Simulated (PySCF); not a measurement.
# Run report: GaOF, frequency calculation

The run: frequency calculation of GaOF. Method and program: RKS-based PBE0, Ga def2-TZVP, O def2-TZVP, F def2-TZVP; non-relativistic Hamiltonian; density fitting (PySCF 2.14.0).

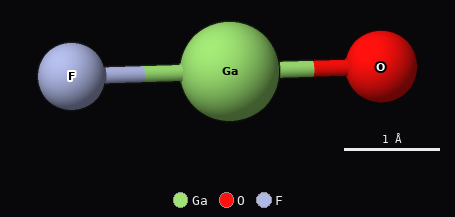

*The input geometry (ball-and-stick view, seen at a tilt). Sticks mark near contacts.*

Bond lengths as drawn: F–Ga 1.71 Å and Ga–O 1.64 Å.

### Input
```python
from pyscf import gto, scf, dft
mol = gto.M(atom='''
Ga    -0.000000     0.000000    -0.060181
O     -0.000000     0.000000    -1.702345
F      0.000000    -0.000000     1.651116''',
    basis={'Ga': 'def2-TZVP', 'O': 'def2-TZVP', 'F': 'def2-TZVP'},
    charge=0, spin=0)
mf = dft.RKS(mol, xc='PBE0')
mf.grids.atom_grid = (75, 302)
aux = {'Ga': 'def2-universal-JKFIT', 'O': 'def2-universal-JKFIT', 'F': 'def2-universal-JKFIT'}
mf = mf.density_fit(auxbasis=aux)
mf.conv_tol = 1e-09
mf.diis_space = 10
mf.max_cycle = 60
mf.verbose = 4
mf.kernel()
```

The script is an equivalent of the set-up of the self-consistent field. The run itself was carried out by a driver, which started from the orbitals of the step before it where there was one and computed the further properties.

Hardware: 2 threads of AMD EPYC (Zen 5), 64 GiB of memory available, shared host.

Launched with:
```bash
OMP_NUM_THREADS=2 python axn.py task.json out
```

### What the program printed
```
init E= -2099.57144001604
  HOMO = -0.307210912612891  LUMO = -0.0991492122594977  gap/eV = 5.66165
cycle= 1 E= -2099.57144001605  delta_E= -2.73e-12  |g|= 2.79e-06  |ddm|= 1.98e-06
  HOMO = -0.307211967932389  LUMO = -0.0991493768872758  gap/eV = 5.66167
Extra cycle  E= -2099.57144001604  delta_E= 1.18e-11  |g|= 8.46e-06  |ddm|= 5.97e-06
converged SCF energy = -2099.57144001604
```

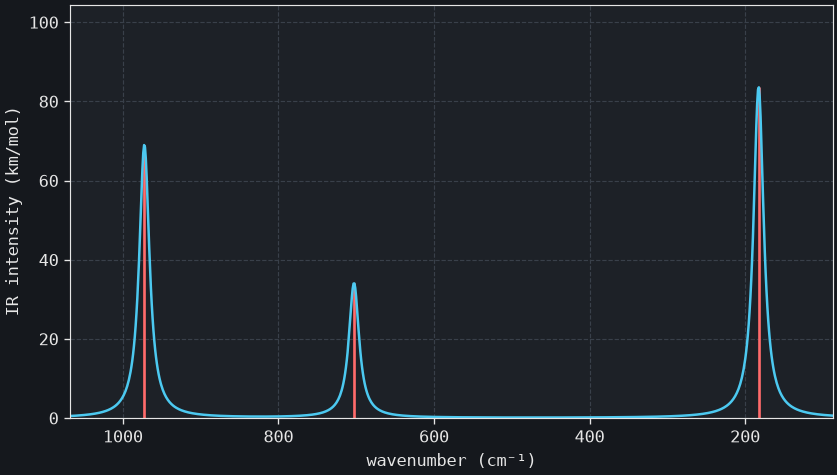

*Harmonic infrared spectrum, unscaled: sticks (degenerate modes added up, dark ones marked on the axis) with a Lorentzian envelope of 16 cm⁻¹ full width, scaled to the tallest stick.*

4 modes from 183 to 972 cm⁻¹, none imaginary. The strongest line is at 183 cm⁻¹ (84 km/mol). All modes, in cm⁻¹ (km/mol): 183 (42), 183 (42), 703 (34), 972 (69).

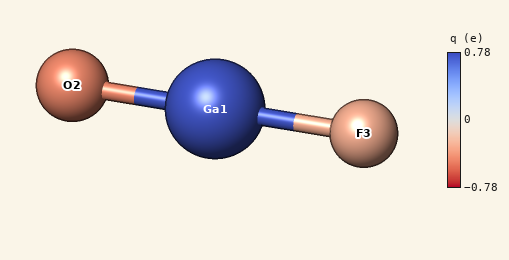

*Mulliken charges, as the colour of each atom (ball-and-stick view, seen at an oblique angle; atoms are numbered from 1 in the order of the input).*

By element: Ga +0.74, O −0.45 and F −0.29 e.

### Results in brief

```tsv
quantity	value
outcome	converged
total energy	−2099.571440 hartree
HOMO	−8.36 eV
LUMO	−2.70 eV
zero-point energy	0.004649 hartree
dipole moment	2.53 D
wavenumbers, lowest and highest	183 and 972 cm⁻¹
wall time	15 s (CPU time 31 s)
peak memory	0.96 GiB
```
